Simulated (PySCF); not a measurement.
# BNH3Cl (SMILES NBCl) at 6 levels

Wanted: a comparison of 6 runs (HF/STO-3G, HF/3-21G, B3LYP/6-31G*, PBE0/def2-SVP, MP2/6-311G**, CCSD(T)/6-31G) of BNH3Cl. Input form: a Python script.

The calculation is run with PySCF 2.14.0.

**1. The molecule**

BNH3Cl has 6 atoms, charge 0, and is taken as a singlet. As SMILES, `NBCl`. Geometry: relaxed at PBE0-D4/def2-TZVP.

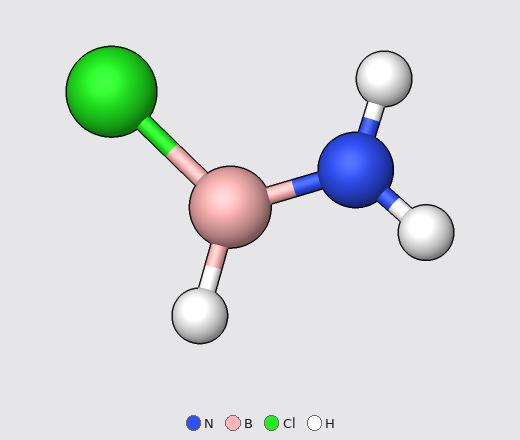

Viewed from a chosen angle; nitrogen blue, boron pink, chlorine green, hydrogen white.

**2. Energy and gradient at HF/STO-3G (run 1)**

calc.py

```python
from pyscf import gto, scf

system = gto.M(
    atom=[
    ('N', (-0.395600, -0.007800, -0.658000)),
    ('B', (0.369600, -0.158900, 0.483700)),
    ('Cl', (0.529900, 1.189300, 1.616000)),
    ('H', (-0.511800, -0.749300, -1.326600)),
    ('H', (-0.878600, 0.844500, -0.888200)),
    ('H', (0.928800, -1.181900, 0.727100)),
],
    max_memory=1860,
    verbose=4,
    basis='sto-3g',
    spin=0,
    charge=0,
)

calc0 = scf.RHF(system)
calc0.conv_tol = 1e-10
calc0.kernel()
if not calc0.converged:
    calc0 = calc0.newton().run(calc0.mo_coeff, calc0.mo_occ)

e_tot = calc0.e_tot
print('Final energy', e_tot)
grad = calc0.nuc_grad_method().kernel()
calc0.analyze()
```

Started as:

```bash
$ OMP_NUM_THREADS=1 python calc.py
```

Log:

```text
PySCF version 2.14.0

[... 76 lines left out ...]
Two-electron Energy =                  288.217848468824855
[... 7 lines left out ...]
MO #4   energy= -7.79033643298095  occ= 2
[... 5 lines left out ...]
MO #10  energy= -0.678223453299086 occ= 2
[... 5 lines left out ...]
MO #16  energy= -0.367652278268798 occ= 2
[... 5 lines left out ...]
MO #22  energy= 0.880192272404426  occ= 0
[... 31 lines left out ...]
Dipole moment(X, Y, Z, Debye): -1.21922, -1.28771, -2.80796
```

Run time: 0.78 s. Hardware: 1 thread of Arm Neoverse V2, shared host; peak memory 0.12 GiB.

**3. Energy and forces at HF/3-21G (run 2)**

calc.py

```python
from pyscf import gto

mol = gto.Mole()
mol.atom = '''
N       -0.395600      -0.007800      -0.658000
B        0.369600      -0.158900       0.483700
Cl       0.529900       1.189300       1.616000
H       -0.511800      -0.749300      -1.326600
H       -0.878600       0.844500      -0.888200
H        0.928800      -1.181900       0.727100
'''
mol.basis = '3-21g'
mol.max_memory = 1860
mol.spin = 0
mol.verbose = 4
mol.build()

calc0 = mol.RHF()
calc0.conv_tol = 1e-10
calc0.kernel()
if not calc0.converged:
    calc0 = calc0.newton().run(calc0.mo_coeff, calc0.mo_occ)

etot = calc0.e_tot
print('E(%s) = %.9f' % ('HF', etot))
grad = calc0.nuc_grad_method().kernel()
calc0.analyze()
```

Started as:

```bash
$ OMP_NUM_THREADS=1 python calc.py
```

Log:

```text
PySCF version 2.14.0

[... 77 lines left out ...]
One-electron Energy =                 -911.049459167496025
[... 9 lines left out ...]
MO #5   energy= -7.93689239927758  occ= 2
[... 7 lines left out ...]
MO #13  energy= -0.50950561407195  occ= 2
[... 7 lines left out ...]
MO #21  energy= 0.385823490609169  occ= 0
[... 7 lines left out ...]
MO #29  energy= 0.918567874495271  occ= 0
[... 7 lines left out ...]
MO #37  energy= 2.70177173563999   occ= 0
[... 46 lines left out ...]
Dipole moment(X, Y, Z, Debye): -1.37011, -1.38576, -3.11590
```

Run time: 0.82 s. Hardware: 1 thread of Arm Neoverse V2, shared host; peak memory 0.12 GiB.

Runs 3 to 5 aren't shown in full; the table further down has their settings and results.

**4. A single-point energy at CCSD(T)/6-31G (run 6)**

input.py

```python
# NBCl
from pyscf import gto, scf, cc

system = gto.Mole()
system.atom = '''
N   -0.395600  -0.007800  -0.658000
B    0.369600  -0.158900   0.483700
Cl   0.529900   1.189300   1.616000
H   -0.511800  -0.749300  -1.326600
H   -0.878600   0.844500  -0.888200
H    0.928800  -1.181900   0.727100
'''
system.basis = '6-31g'
system.verbose = 4
system.max_memory = 1860
system.charge = 0
system.build()

mf = scf.RHF(system)
mf.conv_tol = 1e-10
mf.kernel()
if not mf.converged:
    mf = mf.newton().run(mf.mo_coeff, mf.mo_occ)

mycc = cc.CCSD(mf, frozen=7)
mycc.kernel()
e_t = mycc.ccsd_t()
energy = mycc.e_tot + e_t
print('Final energy', energy)
dip = mf.dip_moment()
pop, q = mf.mulliken_pop()
```

Started as:

```bash
$ OMP_NUM_THREADS=1 python input.py
```

Log:

```text
PySCF version 2.14.0

[... 60 lines left out ...]
converged SCF energy = -540.400025543639
[... 12 lines left out ...]
Init t2, MP2 energy = -540.603162643343  E_corr(MP2) -0.203137099704089
[... 11 lines left out ...]
CCSD converged
[... 2 lines left out ...]
Final energy -540.6313765794553
Dipole moment(X, Y, Z, Debye): -1.22144, -1.33796, -2.84415
[... 44 lines left out ...]
charge of    5H =     -0.02871
```

It took 1 s on 1 thread of Arm Neoverse V2, shared host; peak memory 0.12 GiB.

**5. The series**

```
run                               level  integration grid  frozen core orbitals  energy (Eh)  dipole moment (D) of the reference  HOMO energy (eV)  LUMO energy (eV)  wall time
  1                           HF/STO-3G                 –                     –  -534.524203                                3.32            -10.00              8.15     0.78 s
  2                            HF/3-21G                 –                     –  -537.817290                                3.68            -11.70              4.41     0.82 s
  3  B3LYP/6-31G* (spherical functions)                 5                     –  -541.685583                                3.00             -7.89              0.46      8.4 s
  4                       PBE0/def2-SVP                 5                     –  -541.237217                                2.81             -8.21              0.60        9 s
  5                        MP2/6-311G**                 –                     7  -540.911076                                3.00            -11.72              4.07      5.7 s
  6                       CCSD(T)/6-31G                 –                     7  -540.631377                                3.37            -11.71              4.30        1 s
```

**6. What came out**

```
                                          quantity          value
                               run 6: total energy  -540.63138 Eh
       run 6: dipole moment (Hartree–Fock density)         3.37 D
        run 6: HOMO energy (Hartree–Fock orbitals)      -11.71 eV
        run 6: LUMO energy (Hartree–Fock orbitals)        4.30 eV
      run 6: HOMO–LUMO gap (Hartree–Fock orbitals)       16.01 eV
run 6: correlation energy (7 core orbitals frozen)     -231.4 mEh
                             run 6: (T) correction      -5.16 mEh
                              run 6: T1 diagnostic          0.014
```

Over runs 1, 2, 3, 4 the dipole moment (its size) runs from 2.81 D (PBE0/def2-SVP) to 3.68 D (HF/3-21G). The two ends differ in method and basis. Over runs 1, 2, 3, 4 the HOMO–LUMO gap runs from 8.35 eV (B3LYP/6-31G*) to 18.15 eV (HF/STO-3G). Totals of different functionals can't be ranked against each other. In run 1 the basis is minimal, so the values are rough. All runs together took 26 s, the longest 9 s.
